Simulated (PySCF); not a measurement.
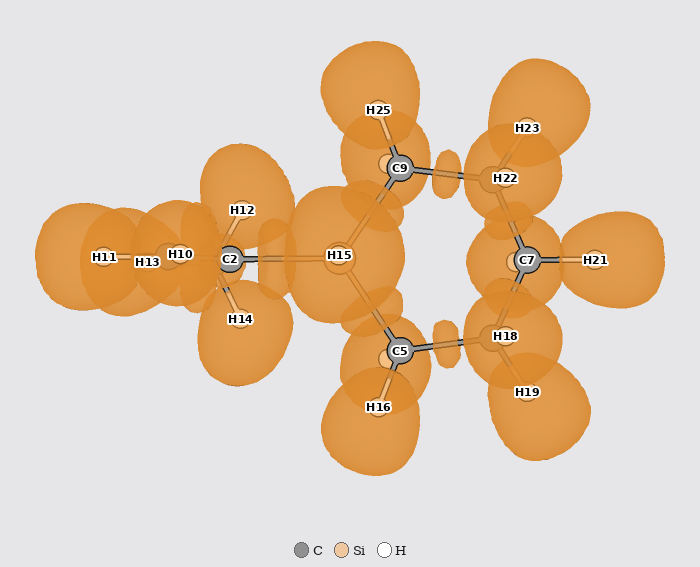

*C$_{8}$H$_{16}$Si. Isosurface of the electron localisation function at 0.85 (orange), seen across its widest extent. Only the valence region is drawn (cores and ρ < 0.01 e/Å³ removed).*

Geometry: PBE0-D3(BJ)/def2-SVP.

Level of theory: wB97X-D/def2-SVPD, SCF density, gas phase (PySCF).

```yaml
atoms:
  - { symbol: C, position_ang: [-2.9674, -0.0155, 0.6933] }
  - { symbol: C, position_ang: [-1.9740, -0.3296, -0.1515] }
  - { symbol: C, position_ang: [-2.2340, -1.0336, -1.4534] }
  - { symbol: Si, position_ang: [-0.2031, 0.1255, 0.2953] }
  - { symbol: C, position_ang: [0.9484, -1.3709, 0.3413] }
  - { symbol: C, position_ang: [2.4178, -0.9354, 0.3849] }
  - { symbol: C, position_ang: [2.8256, -0.0051, -0.7579] }
  - { symbol: C, position_ang: [2.1166, 1.3497, -0.7643] }
  - { symbol: C, position_ang: [0.6019, 1.2594, -0.9837] }
  - { symbol: H, position_ang: [-2.7787, 0.4973, 1.6419] }
  - { symbol: H, position_ang: [-4.0142, -0.2595, 0.4698] }
  - { symbol: H, position_ang: [-1.8757, -0.4375, -2.3098] }
  - { symbol: H, position_ang: [-3.3062, -1.2344, -1.6050] }
  - { symbol: H, position_ang: [-1.6981, -1.9967, -1.5012] }
  - { symbol: H, position_ang: [-0.2190, 0.8008, 1.6347] }
  - { symbol: H, position_ang: [0.7043, -2.0253, 1.1942] }
  - { symbol: H, position_ang: [0.7652, -1.9694, -0.5704] }
  - { symbol: H, position_ang: [2.6220, -0.4265, 1.3450] }
  - { symbol: H, position_ang: [3.0717, -1.8243, 0.3749] }
  - { symbol: H, position_ang: [2.6430, -0.5143, -1.7227] }
  - { symbol: H, position_ang: [3.9143, 0.1636, -0.7069] }
  - { symbol: H, position_ang: [2.3201, 1.8600, 0.1955] }
  - { symbol: H, position_ang: [2.5699, 1.9880, -1.5421] }
  - { symbol: H, position_ang: [0.3963, 0.8442, -1.9873] }
  - { symbol: H, position_ang: [0.1383, 2.2597, -0.9616] }
```

Question: What do the ELF domains correspond to?

Answer: The ELF exceeds this value in six regions between bonded C–C atoms (shared pairs), three regions between bonded C–Si atoms (shared pairs) and 16 regions around hydrogen nuclei. Profiles from the grid: C–C (1.34 Å): the ELF peaks at about 0.90 between the atoms; a short, multiple covalent bond. C–Si (1.88 Å): the ELF peaks at about 1 between the atoms: localised, covalent bonding.
